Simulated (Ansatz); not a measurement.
```xyz
6

Ta    0.0001    0.0000    0.0000
F     1.8503    0.0000    0.0000
F     0.0001    0.0000    1.8771
F     0.0001    0.0000   -1.8771
F    -0.9253    1.6021    0.0000
F    -0.9253   -1.6021    0.0000
```

Core potentials replace the inner electrons of Ta.

Theory: RKS LDA/def2-SVP (Ansatz 0.2.0).

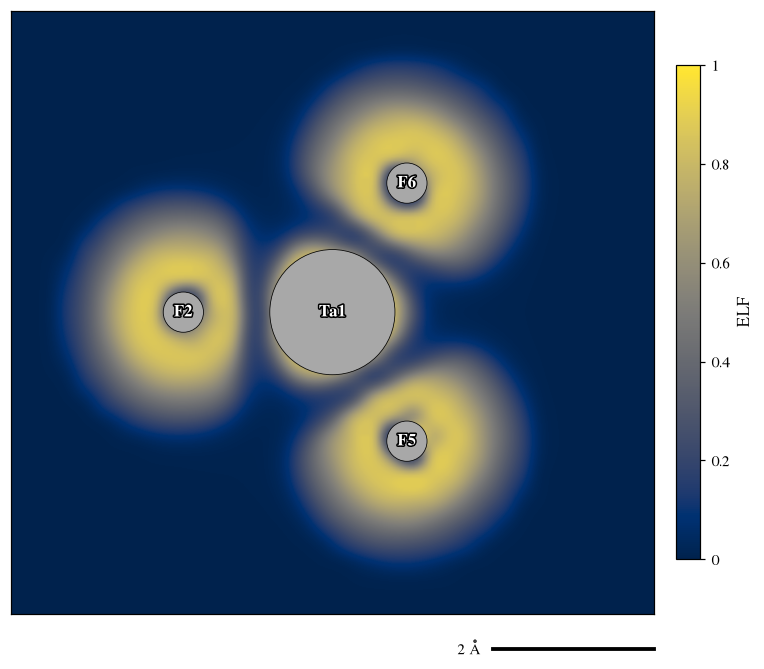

F$_{5}$Ta. Electron localisation function on the plane of atoms F2, Ta1 and F5. Grey discs cover the atomic cores.

Interpret the plot.

The section cuts through Ta and F sites. Ta–F (1.85 Å): the ELF peaks at about 0.80 in the valence shell of F, 0.5 Å from its nucleus, and drops to about 0.25 between the two atoms.
